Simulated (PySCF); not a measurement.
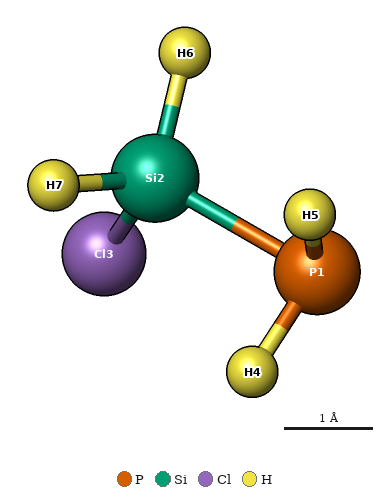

Fig. 1: The input geometry of run A (ball-and-stick view, seen at a tilt; atoms are numbered from 1 in the order of the input). Bond lengths as drawn: Cl–Si 2.07 Å, H–P 1.43 Å, H–Si 1.49 Å and P–Si 2.26 Å.

## What a change does: NMR shielding calculation on SiPH₄Cl

System: SiPH₄Cl, SMILES P[SiH2]Cl.
Method of run A: GIAO HF/pcSseg-2 NMR shielding, non-relativistic, gas phase (PySCF 2.14.0).

The geometry comes from this level: PBE0-D3(BJ)/def2-SVP. Text and figures count atoms from 1; the logs count them from 0 in places.

## The input, run A
```
{"job": {"kind": "nmr", "xc": "HF", "basis": "pcSseg-2", "pop": false}, "charge": 0, "multiplicity": 1}
P     -0.143821    -1.289114    -1.810786
Si    -2.203127    -0.864354    -0.989599
Cl    -3.500842    -2.311877    -1.704339
H      0.076442    -2.372399    -0.904532
H      0.449065    -0.322324    -0.936045
H     -2.650655     0.466089    -1.490394
H     -2.275473    -0.887173     0.499270
```

The first line tells a small driver script what to run in PySCF; the rest is the geometry in Å.

Command:
```bash
OMP_NUM_THREADS=1 python <driver script> task.json out
```

Hardware: 1 CPU thread, shared host.

## Output (run A)
```
final grid: 57088 points
cycle   1  E = -1091.5471505874  dE = -7.950e-02  |g| = 3.485e-01  |ddm| = 1.865e+00
cycle   2  E = -1091.5901743407  dE = -4.302e-02  |g| = 1.575e-01  |ddm| = 4.306e-01
cycle   3  E = -1091.5968601847  dE = -6.686e-03  |g| = 3.874e-02  |ddm| = 1.580e-01
cycle   4  E = -1091.5977620619  dE = -9.019e-04  |g| = 9.366e-03  |ddm| = 6.653e-02
cycle   5  E = -1091.5978224428  dE = -6.038e-05  |g| = 2.396e-03  |ddm| = 1.798e-02
cycle   6  E = -1091.5978276298  dE = -5.187e-06  |g| = 6.838e-04  |ddm| = 6.131e-03
cycle   7  E = -1091.5978279899  dE = -3.602e-07  |g| = 1.652e-04  |ddm| = 1.745e-03
cycle   8  E = -1091.5978280101  dE = -2.020e-08  |g| = 4.235e-05  |ddm| = 4.311e-04
cycle   9  E = -1091.5978280117  dE = -1.535e-09  |g| = 1.094e-05  |ddm| = 1.159e-04
cycle  10  E = -1091.5978280118  dE = -1.037e-10  |g| = 2.742e-06  |ddm| = 3.145e-05
converged SCF energy = -1091.5978280118

GIAO shielding tensors (ppm)
atom      isotropic    diamagn.    paramagn.     s11        s22        s33       span
  0 P      593.398     965.022    -371.624    547.080    577.528    655.585    108.504
  1 Si     395.601     872.924    -477.323    349.978    398.659    438.168     88.190
  2 Cl    1022.524    1146.157    -123.632    984.286   1022.287   1061.000     76.714
  3 H       29.706      30.743      -1.038     24.942     27.524     36.651     11.710
  4 H       30.004      32.532      -2.528     25.479     26.582     37.952     12.473
  5 H       26.781      28.581      -1.800     22.894     25.387     32.061      9.167
  6 H       26.501      29.412      -2.911     22.342     25.348     31.813      9.470
```

The input of run B differs as follows (lines with − go, lines with + come):
```diff
-"xc": "HF"
+"xc": "KT2"
```

What does this change do to the results?

The total energies belong to different methods, so their difference says nothing on which is more stable or more accurate. The HOMO goes from −10.47 to −6.85 eV. The LUMO goes from 2.61 to −1.25 eV. The dipole moment goes from 2.00 to 1.79 D. Of all shieldings, the largest change is that of Cl3, by −55.7 ppm. The method changes from HF to KT2. Exact exchange removes part of the self-interaction error of semilocal functionals, which pushes filled and empty levels apart. The SCF takes 13 iterations against 10.

## Output (run B)
```
coarse grid: 7352 points
cycle   1  E = -1102.2729329205  dE =  2.761e-03  |g| = 3.100e-01  |ddm| = 1.904e+00
cycle   2  E = -1102.2543658048  dE =  1.857e-02  |g| = 4.101e-01  |ddm| = 7.244e-01
cycle   3  E = -1102.2948775900  dE = -4.051e-02  |g| = 6.470e-02  |ddm| = 4.554e-01
cycle   4  E = -1102.2961032257  dE = -1.226e-03  |g| = 1.786e-02  |ddm| = 8.618e-02
cycle   5  E = -1102.2961936104  dE = -9.038e-05  |g| = 4.520e-03  |ddm| = 2.123e-02
cycle   6  E = -1102.2962001301  dE = -6.520e-06  |g| = 1.058e-03  |ddm| = 5.817e-03
final grid: 57088 points
cycle   7  E = -1102.3269471464  dE = -1.759e-04  |g| = 2.179e-02  |ddm| = 3.071e-02
cycle   8  E = -1102.3269313408  dE =  1.581e-05  |g| = 1.641e-02  |ddm| = 2.326e-02
cycle   9  E = -1102.3269711274  dE = -3.979e-05  |g| = 5.415e-03  |ddm| = 1.919e-02
cycle  10  E = -1102.3269797184  dE = -8.591e-06  |g| = 7.326e-04  |ddm| = 5.843e-03
cycle  11  E = -1102.3269798671  dE = -1.487e-07  |g| = 1.680e-04  |ddm| = 9.107e-04
cycle  12  E = -1102.3269798752  dE = -8.167e-09  |g| = 3.534e-05  |ddm| = 2.141e-04
cycle  13  E = -1102.3269798756  dE = -3.702e-10  |g| = 1.025e-05  |ddm| = 5.370e-05
converged SCF energy = -1102.3269798756

GIAO shielding tensors (ppm)
atom      isotropic    diamagn.    paramagn.     s11        s22        s33       span
  0 P      580.835     968.741    -387.905    524.512    578.886    639.107    114.596
  1 Si     356.381     879.604    -523.222    288.981    359.887    420.276    131.295
  2 Cl     966.827    1148.215    -181.388    915.237    964.318   1020.927    105.691
  3 H       29.139      29.815      -0.676     24.622     27.079     35.716     11.094
  4 H       29.330      31.268      -1.939     24.889     26.026     37.074     12.186
  5 H       25.586      28.128      -2.543     21.668     24.424     30.665      8.997
  6 H       25.121      28.795      -3.674     20.750     24.335     30.279      9.529
```

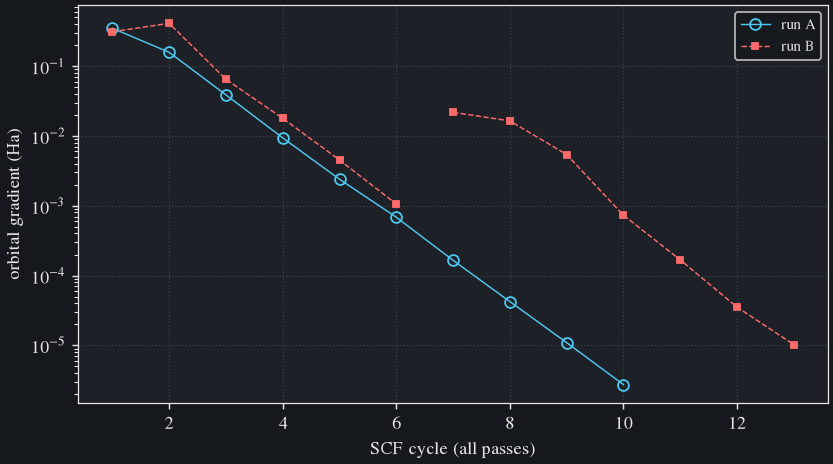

Fig. 2: Convergence of the two runs: orbital gradient against the SCF cycle. A break in a curve parts two SCF passes (coarse and final grid). Run A takes 10 cycles in all, and run B takes 13.

## The two runs side by side

| quantity | run A | run B |
| --- | --- | --- |
| outcome | converged | converged |
| total energy (hartree) | −1091.597828 | −1102.326980 |
| HOMO (eV) | −10.47 | −6.85 |
| LUMO (eV) | 2.61 | −1.25 |
| dipole moment (D) | 2.00 | 1.79 |
| shielding of P1 (ppm) | 593.4 | 580.8 |
| shielding of Si2 (ppm) | 395.6 | 356.4 |
| shielding of Cl3 (ppm) | 1022.5 | 966.8 |
| shielding of H4 (ppm) | 29.7 | 29.1 |
| shielding of H5 (ppm) | 30.0 | 29.3 |
| shielding of H6 (ppm) | 26.8 | 25.6 |
| shielding of H7 (ppm) | 26.5 | 25.1 |
| SCF iterations | 10 | 13 |
| basis functions | 185 | 185 |
| wall time (shared host) | 12 s | 22 s |
